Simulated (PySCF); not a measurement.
## Two runs on C3H5ClOSi

System: C3H5ClOSi.
Method of run A: TDDFT LDA/def2-SVPD, vertical, gas phase, core orbitals frozen in the response (PySCF 2.14.0).

The geometry comes from this level: PBE0-D3(BJ)/def2-SVP. Text and figures count atoms from 1; the logs count them from 0 in places.

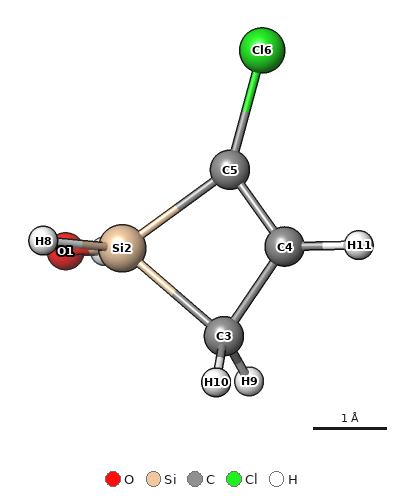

Fig. 1: The structure (ball-and-stick view, seen at a tilt; atoms are numbered from 1 in the order of the input). Bond lengths as drawn: C–C 1.35 to 1.52 Å, C–Cl 1.71 Å, C–H 1.10 Å, C–Si 1.87 to 1.91 Å, H–O 0.96 Å, H–Si 1.49 Å and O–Si 1.66 Å.

## The input, run A
```
{"job": {"kind": "uv", "xc": "LDA", "basis": "def2-SVPD", "ip": true}, "charge": 0, "multiplicity": 1}
O      2.309712     0.072144     0.552740
Si     0.954753    -0.154435    -0.378372
C     -0.581962    -1.047220     0.310108
C     -1.320788     0.233028    -0.028118
C     -0.402574     1.128543    -0.453356
Cl    -0.671545     2.747982    -0.948290
H      2.183446     0.457306     1.425124
H      1.485558    -0.640817    -1.677842
H     -0.567594    -1.273891     1.389268
H     -0.943000    -1.941464    -0.224284
H     -2.406130     0.385663     0.041641
```

The first line tells a small driver script what to run in PySCF; the rest is the geometry in Å.

Launched with:
```bash
OMP_NUM_THREADS=1 python <driver script> task.json out
```

Hardware: 1 CPU thread, shared host.

## Output (run A)
```
coarse grid: 10696 points
cycle   1  E = -937.3770993802  dE =  6.861e-01  |g| = 8.388e-01  |ddm| = 5.499e+00
cycle   2  E = -936.8130167368  dE =  5.641e-01  |g| = 1.831e+00  |ddm| = 2.703e+00
cycle   3  E = -937.5088761139  dE = -6.959e-01  |g| = 2.564e-01  |ddm| = 1.821e+00
cycle   4  E = -937.5231237472  dE = -1.425e-02  |g| = 1.057e-01  |ddm| = 5.174e-01
cycle   5  E = -937.5256308410  dE = -2.507e-03  |g| = 4.079e-02  |ddm| = 2.128e-01
cycle   6  E = -937.5260522173  dE = -4.214e-04  |g| = 1.208e-02  |ddm| = 7.007e-02
cycle   7  E = -937.5260799170  dE = -2.770e-05  |g| = 6.114e-03  |ddm| = 2.292e-02
cycle   8  E = -937.5260896611  dE = -9.744e-06  |g| = 1.862e-03  |ddm| = 1.070e-02
final grid: 95368 points
cycle   9  E = -937.6502998435  dE = -2.327e-05  |g| = 5.038e-03  |ddm| = 6.977e-02
cycle  10  E = -937.6502627044  dE =  3.714e-05  |g| = 1.269e-02  |ddm| = 2.215e-02
cycle  11  E = -937.6503059853  dE = -4.328e-05  |g| = 1.813e-03  |ddm| = 1.669e-02
cycle  12  E = -937.6503068004  dE = -8.151e-07  |g| = 3.578e-04  |ddm| = 2.765e-03
cycle  13  E = -937.6503068336  dE = -3.320e-08  |g| = 1.126e-04  |ddm| = 7.541e-04
cycle  14  E = -937.6503068366  dE = -3.055e-09  |g| = 4.038e-05  |ddm| = 2.285e-04
cycle  15  E = -937.6503068370  dE = -3.574e-10  |g| = 1.023e-05  |ddm| = 6.119e-05
converged SCF energy = -937.6503068370

Static polarisability (au): isotropic 80.799, principal 62.294 83.180 96.923

Singlet excitations
state   eV       nm        f      main configurations
  1   5.1609    240.2   0.00079   H-1->L 0.94
  2   5.4082    229.3   0.05463   H->L 0.73, H->L+1 0.16
  3   5.4451    227.7   0.00217   H-2->L 0.96
  4   6.1790    200.7   0.05170   H->L+1 0.77, H->L 0.11
  5   6.3476    195.3   0.00824   H->L+3 0.87
  6   6.4153    193.3   0.00038   H-1->L+1 0.65, H->L+2 0.33
  7   6.4360    192.6   0.00097   H->L+2 0.54, H-1->L+1 0.31
  8   6.5528    189.2   0.00278   H-3->L 0.92
  9   6.6982    185.1   0.00345   H->L+4 0.94
 10   6.7862    182.7   0.00193   H-2->L+1 0.87, H-1->L+3 0.10

Triplet excitations (Tamm-Dancoff, eV): 4.0707 4.8708 5.2848 5.8566
Vertical ionisation energy (delta-SCF) = 9.4352 eV
Vertical electron affinity (delta-SCF) = -0.4727 eV
```

For run B the input was changed thus:
```diff
-"xc": "LDA"
+"xc": "BHandHLYP"
```

How does run B compare with run A?

The total energies belong to different methods, so their difference says nothing on which is more stable or more accurate. The HOMO goes from −6.48 to −8.44 eV. The LUMO goes from −1.92 to 0.22 eV. The dipole moment goes from 2.09 to 2.22 D. The lowest excitation goes from 5.16 to 6.27 eV. The strongest computed line goes from 5.41 to 6.27 eV. The functional changes from LDA to BHandHLYP. Exact exchange removes part of the self-interaction error of semilocal functionals, which pushes filled and empty levels apart. The SCF takes 13 iterations against 15.

## Output (run B)
```
coarse grid: 10696 points
cycle   1  E = -941.6155556509  dE =  8.834e-01  |g| = 6.279e-01  |ddm| = 4.906e+00
cycle   2  E = -941.5940121751  dE =  2.154e-02  |g| = 7.425e-01  |ddm| = 1.518e+00
cycle   3  E = -941.6991902227  dE = -1.052e-01  |g| = 6.489e-02  |ddm| = 7.548e-01
cycle   4  E = -941.7001166876  dE = -9.265e-04  |g| = 2.420e-02  |ddm| = 1.304e-01
cycle   5  E = -941.7002659052  dE = -1.492e-04  |g| = 6.270e-03  |ddm| = 5.754e-02
cycle   6  E = -941.7002763089  dE = -1.040e-05  |g| = 1.971e-03  |ddm| = 1.293e-02
cycle   7  E = -941.7002772621  dE = -9.532e-07  |g| = 7.019e-04  |ddm| = 4.525e-03
final grid: 95368 points
cycle   8  E = -941.7802238607  dE = -1.034e-05  |g| = 2.422e-03  |ddm| = 3.985e-02
cycle   9  E = -941.7802237416  dE =  1.191e-07  |g| = 2.521e-03  |ddm| = 8.244e-03
cycle  10  E = -941.7802254539  dE = -1.712e-06  |g| = 2.624e-04  |ddm| = 4.085e-03
cycle  11  E = -941.7802254680  dE = -1.407e-08  |g| = 1.408e-04  |ddm| = 5.433e-04
cycle  12  E = -941.7802254729  dE = -4.973e-09  |g| = 2.334e-05  |ddm| = 2.496e-04
cycle  13  E = -941.7802254731  dE = -1.546e-10  |g| = 7.937e-06  |ddm| = 6.163e-05
converged SCF energy = -941.7802254731

Static polarisability (au): isotropic 74.384, principal 58.116 76.288 88.749

Singlet excitations
state   eV       nm        f      main configurations
  1   6.2739    197.6   0.13109   H->L 0.85
  2   6.4386    192.6   0.01158   H-1->L 0.70, H-1->L+1 0.16
  3   6.9436    178.6   0.00403   H-2->L 0.84
  4   7.1017    174.6   0.00057   H->L+2 0.40, H->L+4 0.33, H->L+3 0.08
  5   7.1884    172.5   0.02489   H->L+1 0.75, H->L+3 0.09
  6   7.5365    164.5   0.00422   H->L+2 0.51, H->L+4 0.25, H->L+3 0.12
  7   7.6263    162.6   0.02342   H->L+3 0.60, H->L+4 0.21, H->L+1 0.10
  8   7.8875    157.2   0.00589   H-1->L+1 0.53, H-1->L+2 0.11, H-1->L 0.10
  9   7.9930    155.1   0.05113   H-1->L+4 0.35, H-1->L+3 0.18
 10   8.2461    150.4   0.00491   H-2->L+1 0.35, H-3->L 0.24

Triplet excitations (Tamm-Dancoff, eV): 3.9208 5.9255 6.6525 6.6980
Vertical ionisation energy (delta-SCF) = 9.4208 eV
```

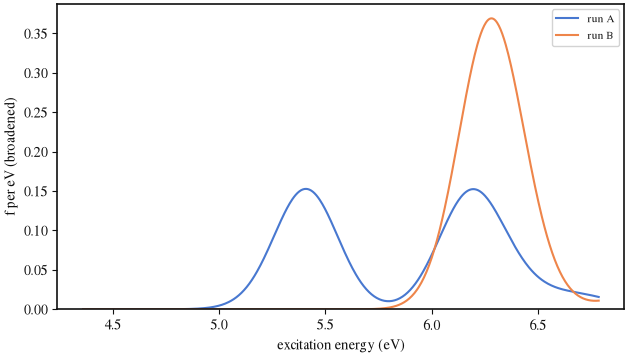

Fig. 2: Absorption of the two runs from their computed states, each broadened by a Gaussian of 0.35 eV full width; the range ends where the shorter list of states ends.

## The two runs side by side

| quantity | run A | run B |
| --- | --- | --- |
| outcome | converged | converged |
| total energy (hartree) | −937.650307 | −941.780225 |
| HOMO (eV) | −6.48 | −8.44 |
| LUMO (eV) | −1.92 | 0.22 |
| dipole moment (D) | 2.09 | 2.22 |
| lowest excitation (eV) | 5.16 | 6.27 |
| SCF iterations | 15 | 13 |
| strongest computed line (eV) | 5.41 | 6.27 |
| basis functions | 174 | 174 |
| wall time (shared host) | 98 s | 84 s |
